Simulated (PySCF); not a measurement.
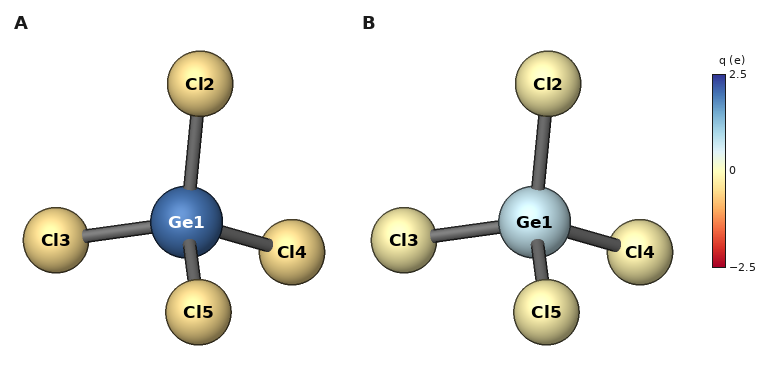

Atomic charges of one calculation by 2 schemes, on one colour scale. The computed structure is the end point of a PBE0/def2-SVP optimisation. Computed with PBE0/def2-SVP (PySCF 2.14.0).

Question: The schemes are Mulliken, atomic polar tensor. Which panel shows which?

Answer: A atomic polar tensor, B Mulliken.

List the charges (e), one line for each set of equivalent atoms.

| atom | atomic polar tensor | Mulliken |
| --- | --- | --- |
| Ge1 | 2.00 | 0.74 |
| Cl2, Cl3, Cl4… | −0.50 | −0.19 |
